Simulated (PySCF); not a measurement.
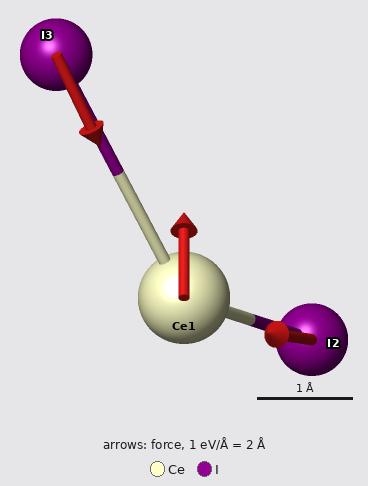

Starting geometry of CeI2 with the computed forces as red arrows. A ball-and-stick model, seen from a free direction.

These are results of RKS PBE0, Ce lcecp-0-SVP with ECP48, I def2-SVP with ECP28; non-relativistic Hamiltonian with scalar-relativistic core potentials; density fitting (PySCF), not measurements.

Input
```
mol = gto.M(atom='''
Ce     0.00000     0.00000    -0.83940
I      2.90950    -0.00000     0.46270
I     -2.90950     0.00000     0.46270''',
    basis={'Ce': 'lcecp-0-SVP', 'I': 'def2-SVP'},
    ecp={'Ce': 'lcecp-0-SVP', 'I': 'def2-SVP'},
    charge=0, spin=0)
mf = dft.RKS(mol, xc='PBE0')
mf.grids.atom_grid = (50, 194)  # f atoms: at least (60, 302), unpruned
mf = mf.density_fit()  # Ce AutoAux, I def2-universal-JKFIT
mf.conv_tol = 1e-08; mf.max_cycle = 55
mf.kernel(dm0)
# quasi-Newton relaxation in Cartesian coordinates to a largest gradient under 0.00045 Eh/bohr, steps kept in the point group
```

Run as
```bash
OMP_NUM_THREADS=2 python run.py
```

### What follows when this structure is relaxed?

It isn't relaxed: the largest force vector, on I atoms, is 0.58 eV/Å. The final displacements follow the starting forces only in part (cosine between the two patterns 0.70). Over 6 geometry steps the energy falls by 7.14 kJ/mol. The largest force component goes from 0.55 to 0.016 eV/Å. The atom that moves furthest after the best rigid fit is Ce1 (0.18 Å). By element the largest moves are Ce 0.18 Å, I 0.09 Å. Some distances before and after: Ce1–I2 3.188 → 3.086 Å. Among the angles between lasting bonds that change: I2–Ce1–I3 131.8° → 140.8°. Cost: 30 s on 2 threads of Arm Neoverse V1, on a shared host, peak memory 0.57 GiB.
